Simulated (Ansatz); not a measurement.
Consider C2H9AsSSi (SMILES CS[SiH2]C[AsH2]).

```xyz
14

C    -1.0940    1.7929    0.6779
S     0.6969    1.5978    1.0457
Si    0.8076   -0.5492    1.1953
C     0.2815   -1.3824   -0.4123
As    1.1586   -0.5899   -2.0314
H    -1.3567    1.3397   -0.2892
H    -1.2900    2.8725    0.6245
H    -1.7166    1.3599    1.4746
H    -0.0556   -1.0450    2.3107
H     2.2376   -0.8320    1.4994
H    -0.8138   -1.3613   -0.5159
H     0.5843   -2.4427   -0.3700
H     0.2161    0.6094   -2.1405
H     0.3311   -1.3990   -3.0398
```

Method: RKS B3LYP-D4/def2-SVP in Ansatz 0.2.0.

**Predict the electron density and electron localisation function between the atoms.**

C–S (1.84 Å): ρ at the midpoint is about 1.2 e/Å³; the ELF peaks at about 0.90 between the atoms: localised, covalent bonding.
Si–S (2.16 Å): the density is about 0.81 e/Å³ at the midpoint; the ELF peaks at about 0.95 between the atoms (a shared electron pair).
C–H (1.10 Å): ρ at the midpoint is about 2 e/Å³; the ELF climbs to about 1 towards the hydrogen, as it does in any bond to H: a covalent bond by its length.
Si–H (1.49 Å): the density is about 0.76 e/Å³ at the midpoint; the ELF climbs to about 1 towards the hydrogen.

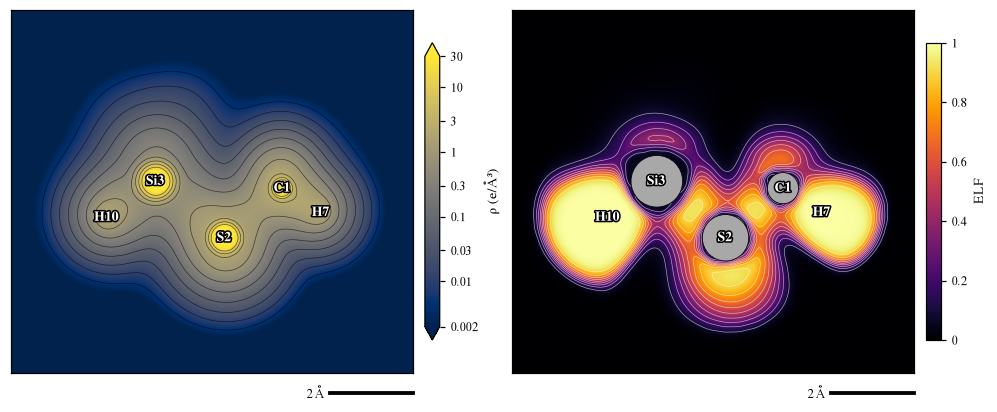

Computed electron density and electron localisation function on the plane of atoms C1, S2 and Si3, in this order. Grey discs cover the atomic cores in the ELF map. 
